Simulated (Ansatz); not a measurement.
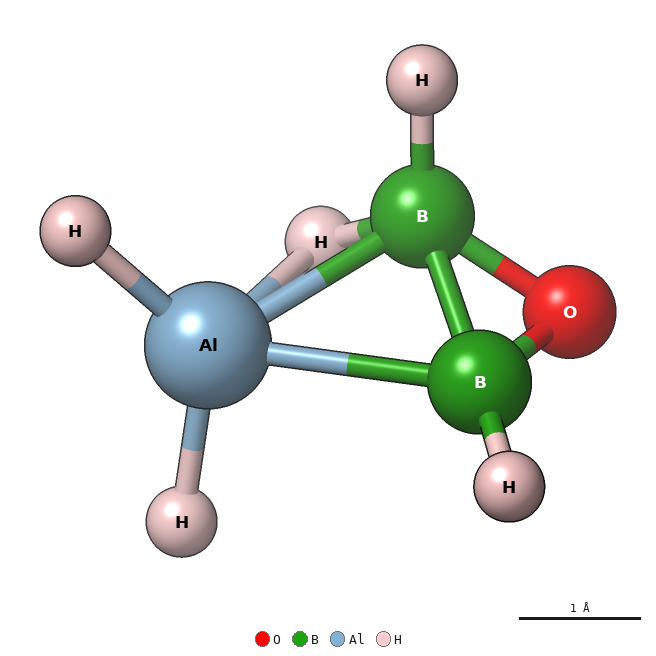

Depth is shown by fading: the farther an atom, the more it takes the colour of the background. Computed geometry: PBE0-D4/def2-TZVP optimisation. No frequency run is at hand to confirm it as a minimum. Masses are those of the most abundant isotopes; constants are for the rigid equilibrium geometry.

What kind of rotor is it, and what are its rotational constants in cm⁻¹?

An asymmetric top (C1): A = 0.529, B = 0.137, C = 0.119 cm⁻¹. Ray's parameter κ is −0.91, close to the prolate limit.
